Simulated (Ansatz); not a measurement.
The structure below was relaxed with PBE, PAW, 420 eV (Ansatz, a first-principles code; no SOC), earlier PAW set.

```
CELL_PARAMETERS angstrom
     -2.00534     2.00534     2.39890
      2.00534    -2.00534     2.39890
      2.00534     2.00534    -2.39890
ATOMIC_POSITIONS crystal
  Hf 0.00000 0.00000 0.00000
  F  0.75000 0.25000 0.50000
  F  0.25000 0.75000 0.50000
```

Problem. Find the space group and the Wyckoff positions.

Solution. Space group I4/mmm (No. 139); a = b = 4.011 Å, c = 4.798 Å, α = β = γ = 90.00°

```
atom  site  symmetry       x       y       z
----  ----  --------  ------  ------  ------
Hf      2a     4/mmm  0.0000  0.0000  0.0000
F       4d      -4m2  0.0000  0.5000  0.2500
```

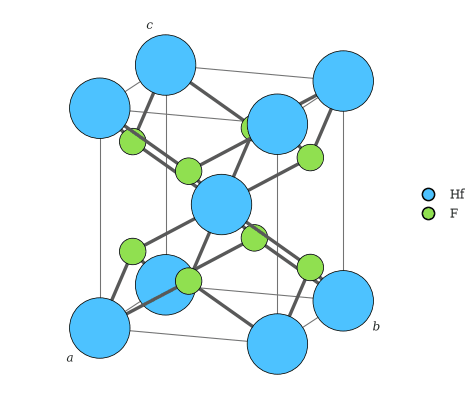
Figure: The conventional cell

Stability against distortions was not tested. The final runs are not spin-polarised. The cell was made from HfO2 by this change: O → F; the result is a hypothetical phase, not in the database extracts checked. HfF2 has a high density of states at the Fermi level and may be magnetic at this level.
